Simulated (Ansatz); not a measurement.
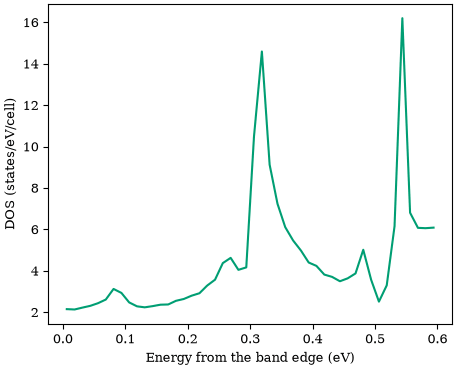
Density of states of monolayer SnS2 below the valence band maximum, HSE06, rigid bands (Ansatz, a first-principles code); cell area 11.87 Å².

Q: What effective density of states at 300 K does this give (∫ g(E) exp(−E/k_BT) dE, both spins, divided by the cell's size)?

A: 5.0e13 cm⁻².

Spin-orbit coupling is left out; where it splits the top of the valence band, N_v and the p-type Seebeck coefficient come out somewhat high without it. Geometry: cell and atoms relaxed with PBE.
